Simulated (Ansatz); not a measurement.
## CH$_{5}$AlO: molecular dynamics (part 4 of 4)

The same run, continued: CH$_{5}$AlO; RKS PBE0-D4/def2-SVP (Ansatz 0.2.0). It belongs to a series of runs on one base structure; here: dynamics from the highest image of the converged band.

Geometry of the input (Å):
```
Al 0.2672  0.2095  -0.3652
C  1.1574  0.0176  1.5984
H  0.2958  0.3798  2.1908
H  1.2235  -1.0866  1.6279
H  2.0825  0.4448  2.0106
H  1.6081  0.8572  0.1587
O  -1.1137  -0.7728  -0.0908
H  -1.7426  -0.8962  -0.8059
```

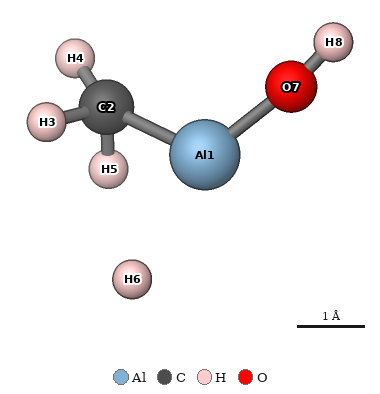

Figure 1. The geometry at step 156 of the log (ball-and-stick view, seen at a tilt; atoms are numbered from 1 in the order of the input).

**Trajectory as extended XYZ, continued**
```
8
Properties=species:S:1:pos:R:3:forces:R:3 step=109 time_fs=54.5 energy=-9750.22238 temperature=1535.6
Al    0.2558    0.1624   -0.1512    2.4467   1.4484  -0.5378
C     1.2631    0.0701    1.5722   -3.6125  -0.1905   0.8615
H     0.7558    0.7728    2.3170    0.5246  -0.0567  -0.9615
H     0.6639   -0.8332    1.9016    0.5017   0.0658  -0.2245
H     2.2206   -0.0989    2.0091    1.4764   0.0026  -0.4404
H     0.9242    1.4771   -2.0519   -0.9007  -1.4900   2.0577
O    -1.1568   -0.8076   -0.2951    0.5589   0.8355  -0.4839
H    -1.3666   -0.4320   -1.1651   -0.9951  -0.6151  -0.2711
8
Properties=species:S:1:pos:R:3:forces:R:3 step=113 time_fs=56.5 energy=-9750.39879 temperature=1764.2
Al    0.2562    0.1652   -0.1609    2.2594   1.3191  -0.4476
C     1.2675    0.0775    1.5878   -3.5433   0.0064   0.0434
H     0.8215    0.8529    2.2915    0.3196  -0.5097  -0.7470
H     0.7128   -0.8530    1.8778    0.0228   0.2095   0.2068
H     2.2285   -0.1260    1.9749    1.9290   0.0352  -0.3448
H     1.0759    1.5365   -1.8913   -1.1724  -1.6094   1.8386
O    -1.1718   -0.8213   -0.2937    0.3387   1.6330  -2.0058
H    -1.4675   -0.4688   -1.1916   -0.1540  -1.0841   1.4564
8
Properties=species:S:1:pos:R:3:forces:R:3 step=116 time_fs=58.0 energy=-9750.71990 temperature=2176.5
Al    0.2587    0.1685   -0.1685    2.1022   1.2408  -0.3972
C     1.2634    0.0830    1.5997   -1.4091  -0.4608  -0.3708
H     0.8792    0.9015    2.2534   -0.0156  -0.4065  -0.1947
H     0.7511   -0.8629    1.8643   -0.3562   0.1249   0.6042
H     2.2805   -0.1452    1.9401    0.4428   0.4139  -0.8540
H     1.1607    1.5409   -1.7243   -1.3844  -1.6929   1.6387
O    -1.1824   -0.8291   -0.2955    0.4786   1.6829  -1.8980
H    -1.5494   -0.5222   -1.1797    0.1417  -0.9023   1.4718
8
Properties=species:S:1:pos:R:3:forces:R:3 step=120 time_fs=60.0 energy=-9751.17448 temperature=2762.9
Al    0.2646    0.1744   -0.1793    1.8320   1.0583  -0.1444
C     1.2547    0.0888    1.6143    0.9857  -1.3781  -1.2503
H     0.9543    0.9546    2.1987   -0.3957   0.0433   0.5764
H     0.7897   -0.8722    1.8678   -0.6065   0.0965   1.0394
H     2.3591   -0.1558    1.8646   -1.3604   0.8014  -1.1114
H     1.2267    1.4900   -1.4479   -1.6339  -1.7053   1.1915
O    -1.1953   -0.8361   -0.3016    1.4747   1.3338  -0.2744
H    -1.6557   -0.6211   -1.1206   -0.2960  -0.2499  -0.0269
8
Properties=species:S:1:pos:R:3:forces:R:3 step=124 time_fs=62.0 energy=-9751.64304 temperature=3364.5
Al    0.2730    0.1818   -0.1901    1.1825   0.4026   0.6940
C     1.2485    0.0903    1.6250    1.2577  -1.6005  -1.7455
H     1.0156    1.0074    2.1637   -0.3984  -0.0904   0.6724
H     0.8063   -0.8767    1.9102   -0.4590   0.3739   1.1987
H     2.3901   -0.1370    1.7484   -1.7550   0.7439  -0.7937
H     1.2314    1.3756   -1.1278   -1.5186  -1.1853   0.1810
O    -1.2047   -0.8398   -0.3085    2.2016   1.3542   0.4128
H    -1.7731   -0.7311   -1.0599   -0.5108   0.0016  -0.6198
8
Properties=species:S:1:pos:R:3:forces:R:3 step=127 time_fs=63.5 energy=-9751.76288 temperature=3511.6
Al    0.2805    0.1878   -0.1976   -0.1760  -1.0776   2.0511
C     1.2465    0.0881    1.6294    0.2465  -1.1903  -1.6151
H     1.0516    1.0447    2.1540   -0.2647  -0.6125   0.3548
H     0.8070   -0.8713    1.9716   -0.1425   0.6627   1.0877
H     2.3708   -0.1043    1.6406   -1.1245   0.4433  -0.4298
H     1.1976    1.2602   -0.8820   -0.5434   0.2546  -1.2755
O    -1.2085   -0.8405   -0.3131    1.3898   1.4841  -0.6609
H    -1.8722   -0.8139   -1.0274    0.6149   0.0357   0.4875
8
Properties=species:S:1:pos:R:3:forces:R:3 step=131 time_fs=65.5 energy=-9750.80757 temperature=2291.3
Al    0.2897    0.1938   -0.2048   -4.1132  -5.1181   4.2634
C     1.2438    0.0820    1.6311   -1.8512  -0.6036  -0.9302
H     1.0910    1.0729    2.1517   -0.1434  -1.0261  -0.0702
H     0.8050   -0.8414    2.0884    0.4117   0.8655   0.6556
H     2.3132   -0.0477    1.4832    0.4836  -0.1031  -0.1326
H     1.1470    1.1296   -0.6052    2.8969   4.2985  -3.5962
O    -1.2108   -0.8383   -0.3209    0.4081   1.3055  -1.4418
H    -1.9794   -0.9218   -0.9658    1.9074   0.3815   1.2521
8
Properties=species:S:1:pos:R:3:forces:R:3 step=135 time_fs=67.5 energy=-9750.60026 temperature=2022.8
Al    0.2935    0.1930   -0.2062   -4.6528  -5.1807   3.9295
C     1.2356    0.0739    1.6296   -2.3958  -0.5331  -0.4311
H     1.1245    1.0643    2.1475   -0.1272  -0.6274  -0.2305
H     0.8184   -0.7797    2.2298    0.8696   0.6522   0.0485
H     2.2699    0.0057    1.3205    0.7906  -0.4408   0.1536
H     1.1962    1.1500   -0.4562    2.9972   4.3239  -3.2118
O    -1.2117   -0.8329   -0.3318    1.2176   1.3049  -0.6885
H    -2.0195   -1.0157   -0.8612    1.3008   0.5010   0.4302
8
Properties=species:S:1:pos:R:3:forces:R:3 step=138 time_fs=69.0 energy=-9751.04975 temperature=2594.0
Al    0.2920    0.1875   -0.2035   -2.3147  -2.3611   3.1072
C     1.2245    0.0666    1.6275   -1.4116  -0.6964  -0.7882
H     1.1465    1.0415    2.1389   -0.1414   0.1266  -0.1953
H     0.8492   -0.7167    2.3384    1.0019   0.2547  -0.3941
H     2.2559    0.0354    1.2022   -0.1231  -0.5651   0.7761
H     1.3076    1.2733   -0.4267    0.4041   1.3956  -2.1849
O    -1.2106   -0.8267   -0.3412    2.8666   1.7398   0.2585
H    -2.0164   -1.0743   -0.7702   -0.2817   0.1059  -0.5792
8
Properties=species:S:1:pos:R:3:forces:R:3 step=142 time_fs=71.0 energy=-9750.87207 temperature=2371.6
Al    0.2872    0.1775   -0.1960   -0.8005  -0.2994   2.4566
C     1.2062    0.0550    1.6223   -0.1714  -0.6457  -1.2801
H     1.1711    1.0182    2.1210   -0.1336   0.9934  -0.2333
H     0.9231   -0.6259    2.4686    0.8811  -0.3063  -0.9238
H     2.2310    0.0560    1.0731   -0.9122  -0.6394   1.5859
H     1.4664    1.4797   -0.4582   -1.3639  -0.8730  -1.2349
O    -1.2030   -0.8148   -0.3533    3.0823   1.8557   0.2493
H    -2.0225   -1.1500   -0.6675   -0.5818  -0.0853  -0.6196
8
Properties=species:S:1:pos:R:3:forces:R:3 step=145 time_fs=72.5 energy=-9750.55347 temperature=1962.5
Al    0.2827    0.1695   -0.1881   -0.5697   0.2076   2.1063
C     1.1918    0.0449    1.6158    0.2353  -0.0758  -0.9480
H     1.1861    1.0230    2.1016   -0.1377   0.9306  -0.5109
H     1.0009   -0.5641    2.5442    0.6359  -0.5738  -1.2711
H     2.1917    0.0555    1.0139   -0.7586  -0.6127   1.7721
H     1.5554    1.6178   -0.5150   -1.6850  -1.4882  -0.7453
O    -1.1925   -0.8030   -0.3619    1.3022   1.0252  -0.3345
H    -2.0401   -1.2077   -0.6061    0.9775   0.5871  -0.0685
8
Properties=species:S:1:pos:R:3:forces:R:3 step=149 time_fs=74.5 energy=-9750.25112 temperature=1573.6
Al    0.2760    0.1591   -0.1749   -0.3984   0.5749   1.6934
C     1.1731    0.0316    1.6049    0.1039   1.0514   0.2539
H     1.2012    1.0573    2.0571   -0.2181   0.1146  -0.9194
H     1.1244   -0.5011    2.6017    0.1572  -0.7035  -1.5224
H     2.1177    0.0349    0.9923    0.3328  -0.4916   1.2476
H     1.6173    1.7513   -0.6146   -1.8121  -1.8786  -0.2695
O    -1.1760   -0.7852   -0.3741    0.0437   0.2536  -0.5344
H    -2.0290   -1.2636   -0.5268    1.7911   1.0793   0.0508
8
Properties=species:S:1:pos:R:3:forces:R:3 step=153 time_fs=76.5 energy=-9750.21547 temperature=1526.9
Al    0.2688    0.1495   -0.1593   -0.1323   0.8250   1.3262
C     1.1547    0.0216    1.5948   -0.4397   1.8012   1.2633
H     1.2080    1.0965    1.9788   -0.2926  -0.5614  -0.8930
H     1.2535   -0.4647    2.6026   -0.4300  -0.7234  -1.2349
H     2.0580   -0.0045    1.0163    1.8260  -0.3282   0.0782
H     1.6103    1.8135   -0.7248   -1.7988  -2.0147   0.0591
O    -1.1589   -0.7666   -0.3875    1.0969   0.8551  -0.4220
H    -1.9571   -1.2826   -0.4466    0.1707   0.1464  -0.1769
8
Properties=species:S:1:pos:R:3:forces:R:3 step=156 time_fs=78.0 energy=-9750.31843 temperature=1660.8
Al    0.2633    0.1431   -0.1464    0.3204   1.0954   1.0488
C     1.1402    0.0177    1.5896   -0.0229   1.8545   0.9127
H     1.2060    1.1137    1.8978   -0.2625  -0.6441  -0.5520
H     1.3409   -0.4556    2.5719   -0.8207  -0.7230  -0.6106
H     2.0544   -0.0426    1.0395    1.8693  -0.1730  -0.3643
H     1.5597    1.8098   -0.8067   -1.7863  -2.0762   0.2693
O    -1.1445   -0.7514   -0.3983    1.9738   1.5626  -0.5805
H    -1.8948   -1.2912   -0.3901   -1.2712  -0.8962  -0.1234
8
Properties=species:S:1:pos:R:3:forces:R:3 step=160 time_fs=80.0 energy=-9750.67597 temperature=2119.1
Al    0.2564    0.1360   -0.1278    1.2698   1.6071   0.6324
C     1.1214    0.0175    1.5847    1.8542   1.0506  -0.6003
H     1.1952    1.1169    1.7736   -0.0805  -0.1822   0.1389
H     1.4293   -0.4672    2.5135   -1.1394  -0.5936   0.3019
H     2.1050   -0.0980    1.0602    0.1777   0.1846  -0.1132
H     1.4326    1.7353   -0.9062   -1.7433  -2.1063   0.5411
O    -1.1218   -0.7281   -0.4140   -0.2372   0.1260  -0.8542
H    -1.8476   -1.3282   -0.3182   -0.1013  -0.0860  -0.0467
8
Properties=species:S:1:pos:R:3:forces:R:3 step=164 time_fs=82.0 energy=-9751.00140 temperature=2540.7
Al    0.2513    0.1312   -0.1083    2.0767   1.9657   0.1621
C     1.1083    0.0205    1.5781    3.2832  -0.1722  -1.2786
H     1.1815    1.1136    1.6545    0.1689   0.4136   0.7999
H     1.4744   -0.5006    2.4649   -1.3350  -0.1659   0.6810
H     2.1638   -0.1464    1.0760   -1.1931   0.5134   0.0323
H     1.2393    1.5808   -0.9851   -1.4894  -1.8817   0.7314
O    -1.0997   -0.7047   -0.4317   -2.8293  -1.8905  -0.7995
H    -1.8043   -1.3673   -0.2494    1.3179   1.2176  -0.3286
8
Properties=species:S:1:pos:R:3:forces:R:3 step=167 time_fs=83.5 energy=-9751.34345 temperature=2979.6
Al    0.2494    0.1294   -0.0936    2.2305   1.8985  -0.1174
C     1.1052    0.0227    1.5706    3.6948  -0.6253  -1.1091
H     1.1748    1.1196    1.5838    0.2801   0.4243   1.1414
H     1.4751   -0.5307    2.4446   -1.4338   0.2459   0.6597
H     2.1815   -0.1706    1.0882   -1.4739   0.6135  -0.0547
H     1.0564    1.4172   -1.0263   -1.0540  -1.4087   0.7135
O    -1.0871   -0.6898   -0.4462   -3.1640  -2.0871  -0.9295
H    -1.7431   -1.3702   -0.2051    0.9204   0.9389  -0.3039
8
Properties=species:S:1:pos:R:3:forces:R:3 step=171 time_fs=85.5 energy=-9751.60804 temperature=3315.5
Al    0.2494    0.1291   -0.0739    1.2068   0.3505   0.6257
C     1.1113    0.0240    1.5577    3.3244  -0.3237  -0.4764
H     1.1752    1.1398    1.5284    0.2771  -0.0933   1.4056
H     1.4282   -0.5616    2.4392   -1.3960   0.6362   0.5219
H     2.1582   -0.1829    1.1018   -0.8536   0.4930  -0.3199
H     0.7820    1.1587   -1.0615    0.3478   0.6170  -0.5763
O    -1.0767   -0.6739   -0.4677   -2.1522  -0.8213  -1.5974
H    -1.6374   -1.3497   -0.1534   -0.7544  -0.8585   0.4169
8
Properties=species:S:1:pos:R:3:forces:R:3 step=175 time_fs=87.5 energy=-9751.20488 temperature=2805.2
Al    0.2512    0.1293   -0.0531    0.0471  -1.6501   2.6850
C     1.1277    0.0244    1.5433    1.7715   0.4819   0.6409
H     1.1859    1.1567    1.5259    0.1863  -0.5383   1.3986
H     1.3286   -0.5690    2.4534   -1.1210   0.7404   0.2632
H     2.1058   -0.1774    1.1026    0.8867   0.0376  -0.7368
H     0.5210    0.9266   -1.1252    1.5905   3.1225  -3.3653
O    -1.0719   -0.6604   -0.4929   -2.7062  -1.4437  -1.3115
H    -1.5542   -1.3556   -0.0879   -0.6548  -0.7503   0.4258
8
Properties=species:S:1:pos:R:3:forces:R:3 step=178 time_fs=89.0 energy=-9751.21948 temperature=2820.4
Al    0.2527    0.1281   -0.0354    0.0409  -0.7722   1.3924
C     1.1441    0.0255    1.5337    0.6663   0.9062   1.6184
H     1.1988    1.1571    1.5591    0.1424  -0.5775   1.1884
H     1.2253   -0.5563    2.4710   -0.7525   0.6730  -0.1016
H     2.0844   -0.1713    1.0859    1.9571  -0.3266  -0.8045
H     0.3613    0.8223   -1.2469    1.4361   2.5774  -2.7699
O    -1.0725   -0.6525   -0.5138   -3.6824  -3.1582  -0.0250
H    -1.5088   -1.3789   -0.0286    0.1922   0.6780  -0.4981
8
Properties=species:S:1:pos:R:3:forces:R:3 step=182 time_fs=91.0 energy=-9751.33097 temperature=2959.9
Al    0.2546    0.1259   -0.0106   -0.5811   0.9862  -2.8173
C     1.1680    0.0295    1.5256    1.0678   0.7191   2.0872
H     1.2211    1.1397    1.6416    0.1815  -0.2354   0.7271
H     1.0645   -0.5177    2.4893   -0.0648   0.3952  -0.6564
H     2.1166   -0.1737    1.0407    1.1040  -0.3599   0.1793
H     0.1967    0.7631   -1.4887    1.3982   0.9850   0.3859
O    -1.0809   -0.6486   -0.5416   -3.3662  -3.7404   1.2208
H    -1.4425   -1.3865    0.0321    0.2606   1.2501  -1.1267
8
Properties=species:S:1:pos:R:3:forces:R:3 step=185 time_fs=92.5 energy=-9751.01554 temperature=2555.8
Al    0.2556    0.1249    0.0058   -1.3156   1.4104  -4.7504
C     1.1881    0.0340    1.5237    1.8002   0.4046   1.9526
H     1.2422    1.1199    1.7228    0.2737   0.1089   0.3493
H     0.9407   -0.4783    2.4880    0.4732   0.0407  -0.9031
H     2.1707   -0.1845    1.0089   -0.2122  -0.2061   1.1475
H     0.1083    0.7476   -1.6687    1.4811   0.5117   1.6111
O    -1.0925   -0.6515   -0.5607   -2.1921  -2.7152   1.2883
H    -1.3868   -1.3630    0.0515   -0.3084   0.4450  -0.6952
8
Properties=species:S:1:pos:R:3:forces:R:3 step=189 time_fs=94.5 energy=-9750.39519 temperature=1760.1
Al    0.2552    0.1254    0.0216   -1.9366   1.4960  -5.7697
C     1.2200    0.0413    1.5267    1.8441   0.5204   1.7666
H     1.2801    1.0973    1.8414    0.3947   0.2142  -0.1390
H     0.7930   -0.4261    2.4562    1.0028  -0.5070  -0.8893
H     2.2339   -0.2058    1.0063   -1.1028  -0.1401   1.7845
H     0.0397    0.7442   -1.8554    1.4474   0.3209   2.0551
O    -1.1123   -0.6606   -0.5837   -0.5511  -0.7155   0.6434
H    -1.3255   -1.3228    0.0590   -1.0985  -1.1888   0.5485
8
Properties=species:S:1:pos:R:3:forces:R:3 step=193 time_fs=96.5 energy=-9750.12338 temperature=1409.3
Al    0.2521    0.1281    0.0293   -2.0756   1.4469  -5.9703
C     1.2575    0.0503    1.5355    0.7804   1.2037   1.7401
H     1.3327    1.0816    1.9548    0.4113  -0.0863  -0.5739
H     0.6827   -0.3930    2.3914    1.2071  -0.9240  -0.5822
H     2.2585   -0.2332    1.0694   -0.7668  -0.3473   1.5495
H     0.0264    0.7531   -1.9639    1.3256   0.1887   2.2320
O    -1.1336   -0.6719   -0.6048    0.1360  -0.6463   1.4820
H    -1.3032   -1.3212    0.0816   -1.0180  -0.8355   0.1227
8
Properties=species:S:1:pos:R:3:forces:R:3 step=196 time_fs=98.0 energy=-9750.18279 temperature=1485.5
Al    0.2478    0.1314    0.0294   -1.8862   1.3580  -5.7852
C     1.2873    0.0595    1.5457   -0.6700   1.7412   1.7591
H     1.3823    1.0684    2.0265    0.3374  -0.2521  -0.7331
H     0.6297   -0.3903    2.3275    1.1615  -1.0425  -0.2500
H     2.2576   -0.2622    1.1558    0.2689  -0.7389   0.9215
H     0.0499    0.7649   -1.9895    1.2067   0.1120   2.2881
O    -1.1495   -0.6814   -0.6184    0.3135  -1.3273   2.7270
H    -1.3123   -1.3418    0.1026   -0.7318   0.1495  -0.9274
8
Properties=species:S:1:pos:R:3:forces:R:3 step=200 time_fs=100.0 energy=-9750.54228 temperature=1949.7
Al    0.2398    0.1375    0.0225   -1.3273   1.2228  -5.3591
C     1.3250    0.0767    1.5641   -1.9968   1.6815   1.1444
H     1.4592    1.0431    2.0983    0.1477  -0.1011  -0.5775
H     0.5970   -0.4208    2.2354    0.9256  -0.8719   0.2358
H     2.2688   -0.3273    1.2998    1.1723  -1.1209   0.2451
H     0.1212    0.7840   -1.9469    1.0333   0.0213   2.3502
O    -1.1699   -0.6968   -0.6307    0.5854  -1.3999   3.2993
H    -1.3486   -1.3638    0.0991   -0.5403   0.5681  -1.3382
```
